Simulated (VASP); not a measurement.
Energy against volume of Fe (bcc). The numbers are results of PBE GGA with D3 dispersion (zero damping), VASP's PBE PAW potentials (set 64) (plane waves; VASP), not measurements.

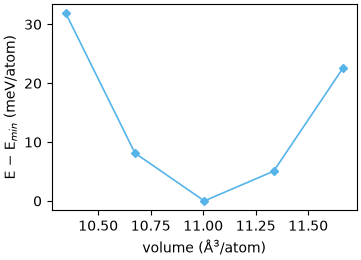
Energy against volume

Question: Estimate the equilibrium volume and the bulk modulus.

Answer: The minimum lies near 11.0 Å³/atom, and the curvature gives B0 of about 220 GPa.

Measured: bulk modulus 174 GPa at 0 K (computed value off by +25.6 %), as given by H. Levämäki et al., Physical Review B (2014), arXiv:1402.3671 [corrected for temperature and zero-point phonon effects]; a 2.853 Å at 0 K (computed value off by -1.7 %), as given by Daniel Mejia-Rodriguez et al., Physical Review B (2018), arXiv:1807.09216 [static lattice: zero-point anharmonic expansion removed].

The compound is Fe in the bcc structure. It was relaxed first, which changed the volume by -7 %.
